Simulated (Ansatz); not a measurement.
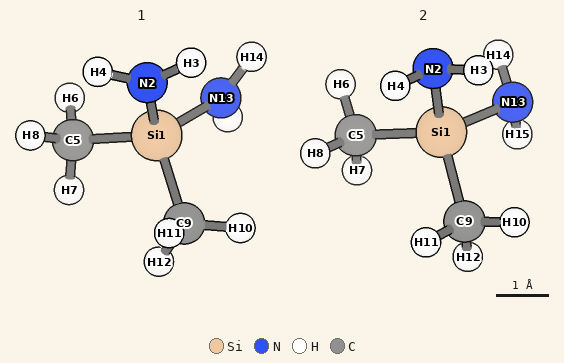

Two geometries of C$_{2}$H$_{10}$N$_{2}$Si, drawn at one scale. One is the start of a relaxation, the other its converged end. A ball-and-stick model, seen at a tilt.

Level of theory: Ansatz, RKS PBE-D4/STO-3G. Settings: no spin polarisation; force threshold 0.02 eV/Å; at most 40 steps.

**Which of the two is the end point?**

Structure 2 is the relaxed one. The run prepares the start of a later molecular dynamics calculation, from a guessed geometry. The energy falls by 0.843 eV in 14 accepted moves (15 points after the start). The largest force component goes from 2.2 to 0.0041 eV/Å. The line search rejected the trial step at point 9 of the run. H14 moves most after the best rigid fit: 0.95 Å. Largest moves by element: H 0.95 Å, N 0.35 Å, C 0.10 Å, Si 0.08 Å. Among the contacts that change: Si1–N13 1.819 → 1.793 Å, Si1–C5 1.870 → 1.890 Å, C5–H6 1.110 → 1.102 Å. Among the angles between lasting bonds that change: H3–N2–H4 120.0° → 102.1°, Si1–N2–H3 120.0° → 107.3°, Si1–N2–H4 120.0° → 107.8°. Groups turn about Si1–C9 by about 35°, Si1–C5 by about 30°.

Limits of the set-up: STO-3G is a minimal basis, so the numbers are rough.
